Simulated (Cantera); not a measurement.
Feed: 1 mol CO, a varied amount of O₂, equilibrated at 2773 K and 1.33 mbar.

Cantera equilibrium calculation (NASA polynomials, part measured and part estimated; ideal gas, pure solids and liquids). Candidate condensed phases: C; 12 gas species. Kinetics and transport are ignored.

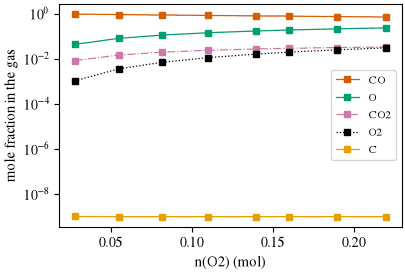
Figure: Equilibrium gas composition (values under 1e-9 drawn at 1e-9)

From 0.028 mol O₂ to 0.22 mol O₂ nothing is condensed. The main C-bearing gas is CO throughout.
